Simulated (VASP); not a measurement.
## GW on WSe2

How does the gap of WSe2 change from the starting functional to GW? The cell has space group P6_3/mmc. The start is a cell from a database of measured crystal structures.

Method: PBE, no spin polarisation; plane waves and PAW (W_sv_GW, Se_GW), in the first sound run; inputs show where later runs differ, in VASP 6.6.1.

The experiments to compare with:

“Time-resolved XUV ARPES with tunable 24–33 eV laser pulses at 30 meV resolution” (2019, pmc:6684652) reports for WSe2, 2H, by time-resolved ARPES, 1.59 eV pump and 30 eV probe (bulk layered crystal, photoexcited electrons in Q valleys): band gap (indirect gap, valence band maximum at Gamma to conduction band …) 1.3 eV [energy of photoexcited electrons at Q above the valence band top in a pumped sample …].

The database entry behind the starting cell differs from later determinations by our own check (a about 0.2 % long), so it need not match the best structure at ambient conditions.

## Step 1: Starting point

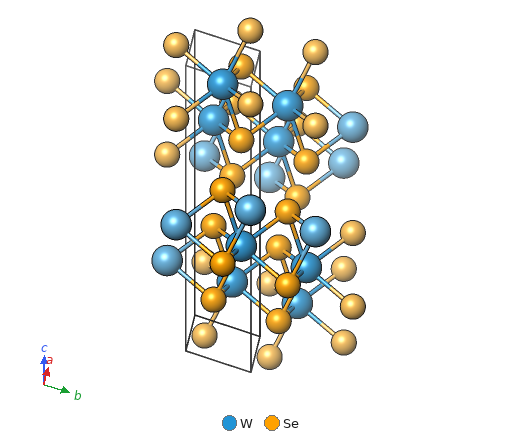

Start, viewed from a free direction; tungsten blue, selenium orange. 2×2×1 cells are drawn. Some periodic images of atoms are drawn too.

As a file:

```cif
data_structure
_symmetry_space_group_name_H-M 'P6_3/mmc'
_symmetry_Int_Tables_number 194
_cell_length_a 3.2900
_cell_length_b 3.2900
_cell_length_c 12.9700
_cell_angle_alpha 90.000
_cell_angle_beta 90.000
_cell_angle_gamma 120.000
_cell_volume 121.58
loop_
_atom_site_label
_atom_site_type_symbol
_atom_site_symmetry_multiplicity
_atom_site_Wyckoff_symbol
_atom_site_fract_x
_atom_site_fract_y
_atom_site_fract_z
_atom_site_occupancy
W1 W 2 c 0.33333 0.66667 0.25000 1
Se1 Se 4 f 0.33333 0.66667 0.62100 1
```

## Step 2: Ground state

The orbitals come from a self-consistent PBE run with a tight EDIFF and a narrow smearing. KPOINTS_OPT adds the bands along a path, which shows whether the mesh holds the band edges.

File INCAR:

```
SYSTEM = WSe2
PREC = Accurate
ENCUT = 340
EDIFF = 1E-08
NELM = 100
ISMEAR = 0
SIGMA = 0.01
LREAL = .FALSE.
ALGO = Normal
GGA = PE
NBANDS = 32
LASPH = .TRUE.
LORBIT = 11
LWAVE = .TRUE.
LCHARG = .FALSE.
KPAR = 4
```

File POSCAR:

```
WSe2
1.0
    3.2900000000      0.0000000000      0.0000000000
   -1.6450000000      2.8492235785      0.0000000000
    0.0000000000      0.0000000000     12.9700000000
W Se
2 4
Direct
    0.3333333333      0.6666666667      0.2500000000
    0.6666666667      0.3333333333      0.7500000000
    0.3333333333      0.6666666667      0.6210000000
    0.6666666667      0.3333333333      0.1210000000
    0.3333333333      0.6666666667      0.8790000000
    0.6666666667      0.3333333333      0.3790000000
```

File KPOINTS:

```
Automatic mesh
0
Gamma
6 6 1
0 0 0
```

File KPOINTS_OPT:

```
Line mode
12
Line-mode
Reciprocal
  0.00000000   0.00000000   0.00000000 GAMMA
  0.50000000   0.00000000   0.00000000 M

  0.50000000   0.00000000   0.00000000 M
  0.33333333   0.33333333   0.00000000 K

  0.33333333   0.33333333   0.00000000 K
  0.00000000   0.00000000   0.00000000 GAMMA

  0.00000000   0.00000000   0.00000000 GAMMA
  0.00000000   0.00000000   0.50000000 A

  0.00000000   0.00000000   0.50000000 A
  0.50000000   0.00000000   0.50000000 L

  0.50000000   0.00000000   0.50000000 L
  0.33333333   0.33333333   0.50000000 H

  0.33333333   0.33333333   0.50000000 H
  0.00000000   0.00000000   0.50000000 A

  0.50000000   0.00000000   0.50000000 L
  0.50000000   0.00000000   0.00000000 M

  0.33333333   0.33333333   0.00000000 K
  0.33333333   0.33333333   0.50000000 H
```

PAW data sets: W_sv_GW and Se_GW (PBE family, release 64).

Command:

```
> mpirun -np 8 vasp_std
```

Output:

```text
[banner, memory and clock lines left out]
running    8 mpi-ranks, on    1 nodes
 distrk:  each k-point on    2 cores,    4 groups
 distr:  one band on    1 cores,    2 groups

 POSCAR found type information on POSCAR W Se
 POSCAR found :  2 types and       6 ions
|                                                                             |
|           W    W    AA    RRRRR   N    N  II  N    N   GGGG   !!!           |
|           W    W   A  A   R    R  NN   N  II  NN   N  G    G  !!!           |
|           W    W  A    A  R    R  N N  N  II  N N  N  G       !!!           |
|           W WW W  AAAAAA  RRRRR   N  N N  II  N  N N  G  GGG   !            |
|           WW  WW  A    A  R   R   N   NN  II  N   NN  G    G                |
|           W    W  A    A  R    R  N    N  II  N    N   GGGG   !!!           |
|                                                                             |
|     For optimal performance we recommend to set                             |
|       NCORE = 2 up to number-of-cores-per-socket                            |
|     NCORE specifies how many cores store one orbital (NPAR=cpu/NCORE).      |
|     This setting can greatly improve the performance of VASP for DFT.       |
|     The default, NCORE=1 might be grossly inefficient on modern             |
|     multi-core architectures or massively parallel machines. Do your        |
|     Unfortunately you need to use the default for GW and RPA                |
|     calculations (for HF NCORE is supported but not extensively tested      |
|     yet).                                                                   |
|                                                                             |

 LDA part: xc-table for (Slater+PW92), standard interpolation
 POSCAR, INCAR and KPOINTS ok, starting setup
 FFT: planning ... GRIDC
 FFT: planning ... GRID_SOFT
 FFT: planning ... GRID
 WAVECAR not read
 entering main loop
       N       E                     dE             d eps       ncg     rms          rms(c)
DAV:   1     0.369950557874E+03    0.36995E+03   -0.23124E+04   520   0.107E+03
DAV:   2    -0.249260297479E+02   -0.39488E+03   -0.38797E+03   584   0.315E+02
DAV:   3    -0.509002864412E+02   -0.25974E+02   -0.25874E+02   568   0.837E+01
DAV:   4    -0.515675524391E+02   -0.66727E+00   -0.66600E+00   592   0.131E+01
DAV:   5    -0.515812742731E+02   -0.13722E-01   -0.13718E-01   560   0.193E+00    0.102E+02
DAV:   6    -0.478145710089E+02    0.37667E+01   -0.24414E+01   520   0.195E+01    0.902E+01
DAV:   7    -0.508523608567E+02   -0.30378E+01   -0.37174E+01   536   0.218E+01    0.429E+01
DAV:   8    -0.471259172721E+02    0.37264E+01   -0.14965E+01   536   0.151E+01    0.503E+00
DAV:   9    -0.472274845253E+02   -0.10157E+00   -0.11544E+00   576   0.401E+00    0.164E+00
DAV:  10    -0.472252645160E+02    0.22200E-02   -0.22076E-02   568   0.655E-01    0.119E+00
DAV:  11    -0.472187849976E+02    0.64795E-02   -0.28235E-02   584   0.731E-01    0.262E+00
DAV:  12    -0.472179676834E+02    0.81731E-03   -0.40085E-03   568   0.334E-01    0.217E+00
DAV:  13    -0.472178942934E+02    0.73390E-04   -0.61098E-04   592   0.942E-02    0.115E+00
DAV:  14    -0.472177822397E+02    0.11205E-03   -0.12287E-04   592   0.487E-02    0.663E-01
DAV:  15    -0.472177393892E+02    0.42850E-04   -0.11239E-04   544   0.439E-02    0.153E-01
DAV:  16    -0.472177382480E+02    0.11413E-05   -0.21257E-05   616   0.165E-02    0.504E-02
DAV:  17    -0.472177405962E+02   -0.23483E-05   -0.39566E-06   616   0.790E-03    0.354E-02
DAV:  18    -0.472177392313E+02    0.13649E-05   -0.41822E-06   592   0.845E-03    0.553E-03
DAV:  19    -0.472177394215E+02   -0.19018E-06   -0.37833E-07   504   0.252E-03    0.417E-03
DAV:  20    -0.472177394134E+02    0.81218E-08   -0.21357E-08   448   0.547E-04
   1 F= -.47217739E+02 E0= -.47217739E+02  d E =-.197622E-52
 Start KPOINTS_OPT (optional k-point list driver)
k-point batch [1-7\108]
       N       E                     dE             ncg
DAV:   1    -0.101386472248E+04   -0.30737E+04      520
DAV:   2    -0.405199485677E+04   -0.30381E+04      616
DAV:   3    -0.426099616837E+04   -0.20900E+03      552
DAV:   4    -0.426834106332E+04   -0.73449E+01      656
DAV:   5    -0.426843982768E+04   -0.98764E-01      552
DAV:   6    -0.426844328613E+04   -0.34585E-02      656
DAV:   7    -0.426844334899E+04   -0.62855E-04      560
DAV:   8    -0.426844335022E+04   -0.12260E-05      648
DAV:   9    -0.426844335024E+04   -0.27308E-07      520
DAV:  10    -0.426844335024E+04   -0.39745E-09      368
[...]
k-point batch [106-108\108]
       N       E                     dE             ncg
DAV:   1     0.624252810781E+04   -0.59310E+04      240
DAV:   2     0.515733659077E+04   -0.10852E+04      256
DAV:   3     0.508182981019E+04   -0.75507E+02      240
DAV:   4     0.507976713424E+04   -0.20627E+01      256
DAV:   5     0.507973023858E+04   -0.36896E-01      240
DAV:   6     0.507972910288E+04   -0.11357E-02      256
DAV:   7     0.507972905384E+04   -0.49037E-04      264
DAV:   8     0.507972905364E+04   -0.19807E-06      256
DAV:   9     0.507972905364E+04   -0.10314E-08      176
 writing wavefunctions
```

Elapsed: 48 s, on 8 MPI ranks of AMD EPYC 7R43, shared host; peak memory 1.2 GiB; 6.2 min of CPU time.

Lines that name or quote the potential files are left out of all logs, and their timing lines are given in words.

From OUTCAR (step 2):

```text
ion  position               nearest neighbor table
   1  0.333  0.667  0.250-   4 2.53   6 2.53   4 2.53   6 2.53   4 2.53   6 2.53
   2  0.667  0.333  0.750-   3 2.53   5 2.53   3 2.53   5 2.53   3 2.53   5 2.53
   3  0.333  0.667  0.621-   2 2.53   2 2.53   2 2.53
   4  0.667  0.333  0.121-   1 2.53   1 2.53   1 2.53
   5  0.333  0.667  0.879-   2 2.53   2 2.53   2 2.53
   6  0.667  0.333  0.379-   1 2.53   1 2.53   1 2.53

  LATTYP: Found a hexagonal cell.
 ALAT       =     3.2900000000
 C/A-ratio  =     3.9422492401

 Subroutine GETGRP returns: Found 24 space group operations
 (whereof 12 operations were pure point group operations)

The static configuration has the point symmetry D_3d.
 The point group associated with its full space group is D_6h.

 Found      7 irreducible k-points:

   k-points           NKPTS =      7   k-points in BZ     NKDIM =      7   number of bands    NBANDS=     32

   dimension x,y,z NGX =    20 NGY =   20 NGZ =   80
   dimension x,y,z NGXF=    40 NGYF=   40 NGZF=  160

   ENCUT  =  340.0 eV  24.99 Ry    5.00 a.u.   4.95  4.95 19.50*2*pi/ulx,y,z

   NELECT =      52.0000    total number of electrons

 k-points in reciprocal lattice and weights: Automatic mesh
   0.00000000  0.00000000  0.00000000       0.028
   0.16666667  0.00000000  0.00000000       0.167
   0.33333333  0.00000000  0.00000000       0.167
   0.50000000  0.00000000  0.00000000       0.083
   0.16666667  0.16666667  0.00000000       0.167
   0.33333333  0.16666667  0.00000000       0.333
   0.33333333  0.33333333  0.00000000       0.056

 average (electrostatic) potential at core
       1 -90.5285       2 -90.5285       3 -51.9851       4 -51.9851       5 -51.9851
       6 -51.9851

 E-fermi :   6.6952

 k-point     1 :       0.0000    0.0000    0.0000
  band No.  band energies     occupation
    ...
     22       5.0854      2.00000
     23       5.0854      2.00000
     24       5.4812      2.00000
     25       5.5262      2.00000
     26       6.5891      2.00000
     27       9.2263      0.00000
     28       9.2264      0.00000
     29       9.2767      0.00000
     30       9.2768      0.00000
     31       9.3212      0.00000
    ...

 k-point     2 :       0.1667    0.0000    0.0000
  band No.  band energies     occupation
    ...
     22       4.4985      2.00000
     23       4.7428      2.00000
     24       5.5002      2.00000
     25       5.5424      2.00000
     26       5.9191      2.00000
     27       8.2380      0.00000
     28       8.7671      0.00000
     29       8.8469      0.00000
     30       8.9163      0.00000
     31       9.1142      0.00000
    ...

 k-point     3 :       0.3333    0.0000    0.0000
  band No.  band energies     occupation
    ...
     22       4.6463      2.00000
     23       4.8858      2.00000
     24       4.9731      2.00000
     25       5.1259      2.00000
     26       5.1415      2.00000
     27       8.1347      0.00000
     28       8.5041      0.00000
     29       8.6796      0.00000
     30       8.9118      0.00000
     31       9.1966      0.00000
    ...

  Total        1.4818167      1.4818167      2.6831479     -0.0000000      0.0000000      0.0000000
  in kB       19.5273214     19.5273214     35.3584156     -0.0000000      0.0000000      0.0000000
  external PRESSURE =      24.8043528 kB  Pullay stress =       0.0000000 kB

  energy-cutoff  :      340.00
  volume of cell :      121.58
      direct lattice vectors                 reciprocal lattice vectors
     3.290000000  0.000000000  0.000000000     0.303951368  0.175486404  0.000000000
    -1.645000000  2.849223579  0.000000000     0.000000000  0.350972808  0.000000000
     0.000000000  0.000000000 12.970000000     0.000000000  0.000000000  0.077101002

 POSITION                                       TOTAL-FORCE (eV/Angst)
 -----------------------------------------------------------------------------------
     -0.00000      1.89948      3.24250        -0.000000     -0.000000      0.000000
      1.64500      0.94974      9.72750         0.000000      0.000000      0.000000
     -0.00000      1.89948      8.05437         0.000000      0.000000     -0.168474
      1.64500      0.94974      1.56937         0.000000     -0.000000     -0.168474
     -0.00000      1.89948     11.40063        -0.000000      0.000000      0.168474
      1.64500      0.94974      4.91563         0.000000      0.000000      0.168474
 -----------------------------------------------------------------------------------
    total drift:                               -0.000001      0.000000     -0.000000

  FREE ENERGIE OF THE ION-ELECTRON SYSTEM (eV)
  ---------------------------------------------------
  free  energy   TOTEN  =       -47.2177394134 eV

  energy  without entropy=      -47.2177394134  energy(sigma->0) =      -47.21773941

 total charge
# of ion       s       p       d       f       tot
--------------------------------------------------
    1        3.010   6.015   3.064   0.046  12.136
    2        3.010   6.015   3.064   0.046  12.136
    3        1.466   2.315   0.071   0.000   3.852
    4        1.466   2.315   0.071   0.000   3.852
    5        1.466   2.315   0.071   0.000   3.852
    6        1.466   2.315   0.071   0.000   3.852
--------------------------------------------------
tot         11.884  21.288   6.413   0.092  39.678

[... 3 further parts left out ...]
```

Numbers from this step:

```yaml
free_energy_toten: -47.22 eV
fermi_energy: 6.695 eV
pressure: 2.480 GPa
least_gap_on_mesh_and_path: 0.9467 eV
least_direct_gap_on_mesh_and_path: 1.521 eV
```

The highest empty bands on the path are converged less tightly, to about 0.1 eV. The electronic bands at the labelled points (eV, zero at the valence-band top; v1 is the highest filled band, c1 the lowest empty one):

| point | v4 | v3 | v2 | v1 | c1 | c2 | c3 | c4 |
| --- | --- | --- | --- | --- | --- | --- | --- | --- |
| Γ | -1.50 | -1.11 | -1.06 | 0.00 | 2.64 | 2.64 | 2.69 | 2.69 |
| M | -1.44 | -1.36 | -1.28 | -1.11 | 2.12 | 2.16 | 2.31 | 2.64 |
| K | -2.55 | -2.55 | -0.45 | -0.20 | 1.32 | 1.32 | 1.89 | 3.07 |
| Γ | -1.50 | -1.11 | -1.06 | 0.00 | 2.64 | 2.64 | 2.69 | 2.69 |
| A | -1.53 | -1.53 | -0.22 | -0.22 | 2.64 | 2.64 | 2.64 | 2.64 |
| L | -1.34 | -1.34 | -1.24 | -1.24 | 2.14 | 2.14 | 2.51 | 2.51 |
| H | -2.73 | -2.73 | -0.34 | -0.34 | 1.32 | 1.32 | 2.43 | 2.43 |
| A | -1.53 | -1.53 | -0.22 | -0.22 | 2.64 | 2.64 | 2.64 | 2.65 |
| jump to L | -1.34 | -1.34 | -1.24 | -1.24 | 2.14 | 2.14 | 2.51 | 2.51 |
| M | -1.44 | -1.36 | -1.28 | -1.11 | 2.12 | 2.16 | 2.31 | 2.64 |
| jump to K | -2.55 | -2.55 | -0.45 | -0.20 | 1.32 | 1.32 | 1.89 | 3.07 |
| H | -2.73 | -2.73 | -0.34 | -0.34 | 1.32 | 1.32 | 2.43 | 2.43 |

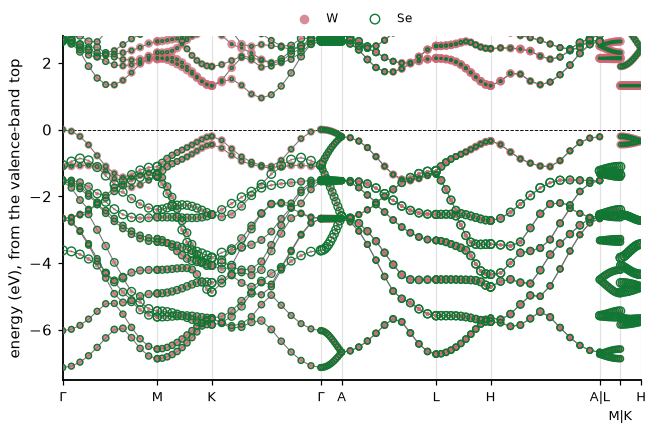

Electronic bands along the path; dots are coloured as in the legend, and their area grows with the weight.

The cell has a gap of 0.947 eV on mesh and path and a pressure of +2.5 GPa, which holds the misfit of the given cell and coordinates with this functional, and any error of cutoff, mesh and data sets. Spin-orbit coupling is left out, which can shift or reorder these edges. Forces of up to 0.17 eV/Å remain in these settings.

## Step 3: Empty bands

The next step needs empty bands that the ground-state run didn't converge, so the Hamiltonian is diagonalised exactly for NBANDS bands, in a single step. LOPTICS writes the k-derivatives of the orbitals (WAVEDER), which give the long-wavelength limit of the screening.

File INCAR:

```
SYSTEM = WSe2
PREC = Accurate
ENCUT = 340
ISMEAR = 0
SIGMA = 0.01
LREAL = .FALSE.
GGA = PE
NBANDS = 200
LASPH = .TRUE.
ALGO = Exact
NELM = 1
LWAVE = .TRUE.
LCHARG = .FALSE.
LOPTICS = .TRUE.
NEDOS = 1000
CSHIFT = 0.1
```

POSCAR is that of step 2.

KPOINTS is that of step 2.

Command:

```
> mpirun -np 8 vasp_std
```

Output:

```text
[banner, memory and clock lines left out]
running    8 mpi-ranks, on    1 nodes
 distrk:  each k-point on    8 cores,    1 groups
 distr:  one band on    1 cores,    8 groups

 POSCAR found type information on POSCAR W Se
 POSCAR found :  2 types and       6 ions
 [... a notice as in an earlier step ...]

 LDA part: xc-table for (Slater+PW92), standard interpolation
 found WAVECAR, reading the header
  number of bands has changed, file:    32 present:   200
  trying to continue reading WAVECAR, but it might fail
 POSCAR, INCAR and KPOINTS ok, starting setup
 FFT: planning ... GRIDC
 FFT: planning ... GRID_SOFT
 FFT: planning ... GRID
 reading WAVECAR
 random initialization beyond band           32
 the WAVECAR file was read successfully
 initial charge from wavefunction
 entering main loop
       N       E                     dE             d eps       ncg     rms          rms(c)
DIA:   1    -0.472177393998E+02   -0.47218E+02    0.00000E+00     0   0.000E+00
   1 F= -.47217739E+02 E0= -.47217739E+02  d E =-.950885E-74
 writing wavefunctions
 optical routines
 imaginary and real dielectric function
 recalculating local potential from charge density
 direction            1
 direction            2
 direction            3
```

It took 29 s on 8 MPI ranks; peak memory 1.4 GiB; 3.7 min of CPU time.

OUTCAR, selected parts (step 3):

```text
 Found      7 irreducible k-points:

   k-points           NKPTS =      7   k-points in BZ     NKDIM =      7   number of bands    NBANDS=    200

   NELECT =      52.0000    total number of electrons

 E-fermi :   6.7161

 k-point     1 :       0.0000    0.0000    0.0000
  band No.  band energies     occupation
    ...
     22       5.0853      2.00000
     23       5.0853      2.00000
     24       5.4811      2.00000
     25       5.5263      2.00000
     26       6.5890      2.00000
     27       9.2262      0.00000
     28       9.2262      0.00000
     29       9.2766      0.00000
     30       9.2766      0.00000
     31       9.3212      0.00000
    ...

 k-point     2 :       0.1667    0.0000    0.0000
  band No.  band energies     occupation
    ...
     22       4.4984      2.00000
     23       4.7428      2.00000
     24       5.5000      2.00000
     25       5.5424      2.00000
     26       5.9190      2.00000
     27       8.2379      0.00000
     28       8.7670      0.00000
     29       8.8469      0.00000
     30       8.9162      0.00000
     31       9.1141      0.00000
    ...

  Total        1.4854046      1.4854046      2.6923928      0.0000000      0.0000000      0.0000000
  in kB       19.5746018     19.5746018     35.4802441      0.0000000      0.0000000      0.0000000
  external PRESSURE =      24.8764826 kB  Pullay stress =       0.0000000 kB

 POSITION                                       TOTAL-FORCE (eV/Angst)
 -----------------------------------------------------------------------------------
     -0.00000      1.89948      3.24250         0.000000      0.000000      0.000000
      1.64500      0.94974      9.72750        -0.000000     -0.000000      0.000000
     -0.00000      1.89948      8.05437         0.000000      0.000000     -0.168388
      1.64500      0.94974      1.56937        -0.000000     -0.000000     -0.168388
     -0.00000      1.89948     11.40063         0.000000      0.000000      0.168388
      1.64500      0.94974      4.91563        -0.000000     -0.000000      0.168388
 -----------------------------------------------------------------------------------
    total drift:                               -0.000001      0.000000     -0.000000

  FREE ENERGIE OF THE ION-ELECTRON SYSTEM (eV)
  ---------------------------------------------------
  free  energy   TOTEN  =       -47.2177393998 eV

  energy  without entropy=      -47.2177393998  energy(sigma->0) =      -47.21773940

 plasma frequency squared (from intraband transitions) (eV^2)
  --------------------------------------------------------------------------------------
       0.000       0.000      -0.000
       0.000       0.000       0.000
      -0.000       0.000       0.000

[... 8 parts as in an earlier step ...]

[... 5 further parts left out ...]
```

WAVECAR now holds 200 bands for 52 electrons. Its independent-particle dielectric tensor has xx, yy, zz = 16.9, 16.9, 11.9 on this mesh, which isn't tested for convergence in mesh or bands and lacks local fields.

(Continued in part 2 of 3.)

[Lines on the potential files, build, host, timing and source positions are cut from VASP's logs without a mark.]

[Logs are printed without paths, hosts, clocks, repeated set-up lines and the standing remarks that a program may print on its own settings, such as how far it seeks lower states.]

[Hosts, paths, dates, database ids (printed as entryN), source tags and the programs' standing remarks are cut or masked in the printed files.]

[Pressures printed for these runs are not shown converged in the cutoff: they can be off by several GPa and have the wrong sign.]
